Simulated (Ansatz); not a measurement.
# Hf2Pd2Se2Br2O3: what the fields show

```xyz
11
Lattice="5.7607 0.0050 -0.0029 -0.5275 5.8466 0.0341 -1.4844 -0.9264 6.6459" Properties=species:S:1:pos:R:3 pbc="T T T"
Hf    3.5658    1.9949    2.3367
Hf    0.5362    2.1009    3.9624
Pd    3.9042   -0.0043    5.6409
Pd    0.4456    4.9498    2.4142
Se    2.0523    1.4944    6.2402
Se    2.4066    4.0824    3.5487
Br    4.1617    5.6554    1.0519
Br   -0.4152    4.0015    5.7576
O     4.5038    1.1491    3.9299
O     1.7546    1.0574    2.7229
O    -0.4225    3.0696    2.4575
```

Space group P1; a generated structure, not necessarily the stable one.

Method: Kohn-Sham DFT of a periodic cell, PBE, Ansatz PAW in Ansatz.

The density is the valence pseudo-density of a PAW calculation; it isn't the true density close to the nuclei.

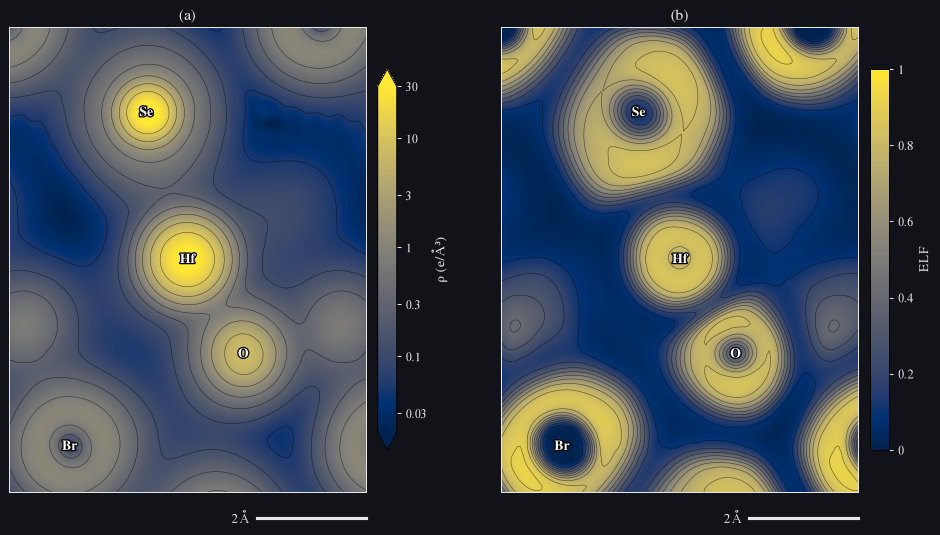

Figure 1. (a) valence electron density; (b) electron localisation function on the (101̄) plane of the conventional cell.

**Read the bonding off the picture.**

- Atoms in the plane: Hf, Se, Br and O.
- Hf–O (2.03 Å): the density is about 0.92 e/Å³ at the midpoint; the ELF peaks at about 0.80 in the valence shell of O, 0.6 Å from its nucleus, and drops to about 0.25 between the two atoms: no shared electron pair shows on this line.
- Between the atoms the lowest density in this plane is 0.02 e/Å³.
- The features right at Hf lie inside the PAW spheres, where the map follows smoothed inner orbitals and isn't to be read closely.

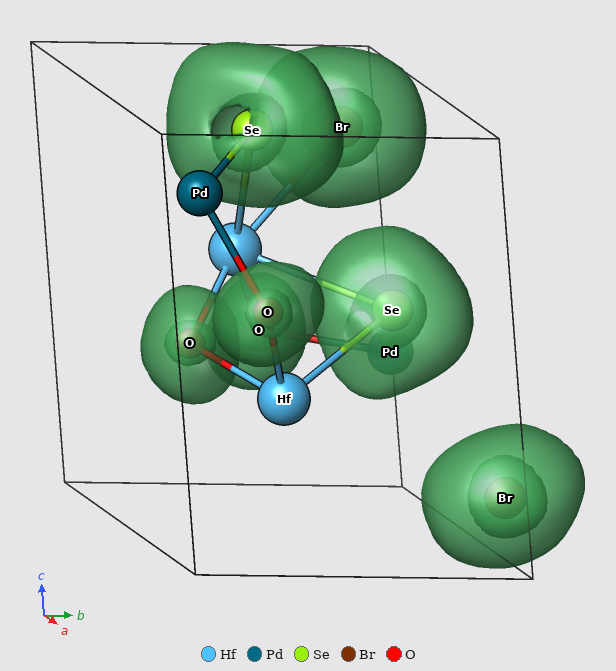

Figure 2. Isosurface of the ELF at 0.7 (green), seen slightly off an axis. Only the valence region is drawn (cores and ρ < 0.01 e/Å³ removed). Sticks mark near contacts.

**What do the ELF domains correspond to?**

The ELF exceeds this value in two regions wrapped around Br (the valence shell of each), three regions wrapped around O (the valence shell of each) and two regions wrapped around Se (the valence shell of each), counted in one cell of 11 atoms. Any copies at cell faces, edges or corners count once. Along the contacts the grid gives the following. Pd–O (2.07 Å): the ELF peaks at about 0.80 in the valence shell of O, 0.6 Å from its nucleus, and is about 0.15 at the midpoint (no shared electron pair shows on this line).
